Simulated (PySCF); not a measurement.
**ClH₄Si (charge −1): density, localisation and related maps**

Input file:

```
{"job": {"kind": "nmr", "xc": "PBE0", "basis": "pcSseg-2", "pop": false}, "charge": -1, "multiplicity": 1}
Si    -0.501183    -0.021867     0.109402
Cl     2.838689     0.123906    -0.619628
H     -0.001800     0.844477    -0.972949
H     -1.288732     0.826038     1.068566
H      0.474987    -0.810602     0.881685
H     -1.521961    -0.961953    -0.467076
```

Launched as:

```sh
OMP_NUM_THREADS=1 python ens_run.py task.json out
```

Geometry: PBE0-D3(BJ)/def2-TZVP; a saddle point, not a minimum; at this geometry the atoms fall into two loosely joined parts.

The calculation used PBE0/pcSseg-2, SCF density, gas phase, non-relativistic (PySCF).

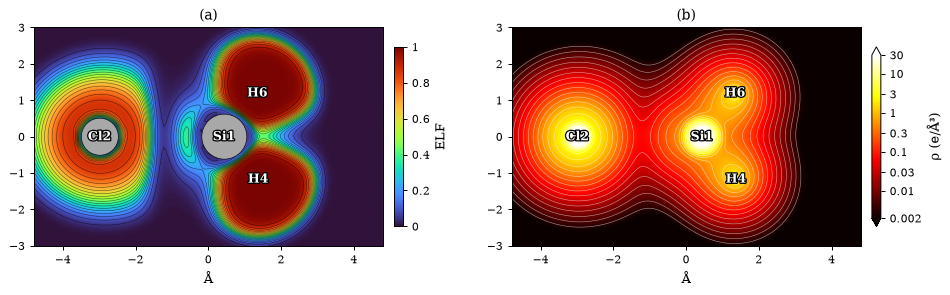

Figure 1. (a) ELF; (b) total electron density on the plane of atoms H4, Si1 and H6. Grey discs cover the atomic cores in the ELF map.

What do the fields say about this system?

The section cuts through Si, Cl and H sites. Si–H (1.50 Å): ρ is about 0.77 e/Å³ halfway; the ELF climbs to about 1 towards the hydrogen, as it does in any bond to H.

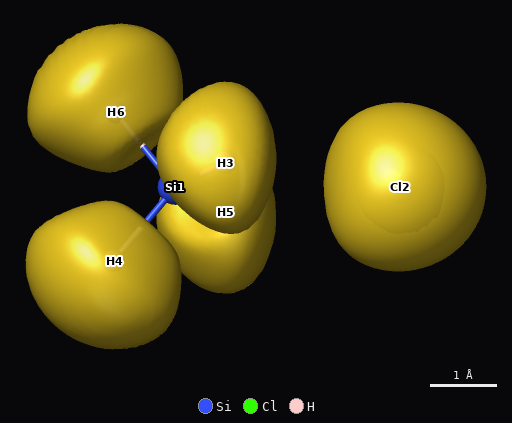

Figure 2. Isosurface of the electron localisation function at 0.75 (yellow), seen from one side. Core shells and regions of very low density are left out.

What do the ELF domains correspond to?

The surface consists of four regions around hydrogen nuclei and one region wrapped around Cl (its valence shell). Profiles from the grid: Cl2···H3 (2.95 Å): the ELF dips to about 0.05 between them (a weak contact between the two molecules). Si–H (1.47 Å): the ELF climbs to about 1 towards the hydrogen.
